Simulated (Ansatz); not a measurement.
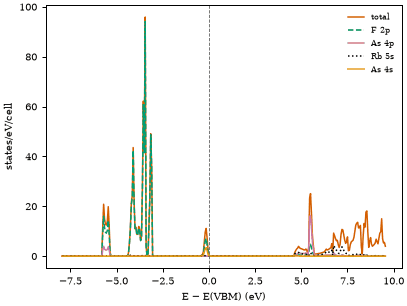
Fig. 1. Total and projected density of states of Rb3AsF6 in space group Fm-3m (No. 225; Rb on 8c, Rb on 4b, As on 4a, F on 24e), the program Ansatz at the r²SCAN level (PAW)

Problem. Which orbitals carry the states next to the gap?

Solution. Top 1 eV of the valence band: F 2p 64 %, As 4s 30 %. Bottom 1 eV of the conduction band: As 4p 55 %, F 2p 17 %, Rb 5s 16 %, F 2s 5 %. Projections are on Löwdin-orthogonalised atomic valence shells; empty p or d shells of many metals are not among them.

Problem. Where is the tallest occupied peak in this window, and what makes it?

Solution. Near -3.4 eV, about 96 states/eV per cell; the largest projected share is F 2p.

The workflow started from a Materials Project entry (that database holds measured and hypothetical structures alike); the Crystallography Open Database copy checked does not list it. Whether it is the stable phase at ambient conditions was not checked. The cell was relaxed with r²SCAN under the symmetry of its start; its stability against distortions is not shown here. Spin–orbit coupling is left out wherever it is not named.

Potentials: the later of the program's two PAW sets.
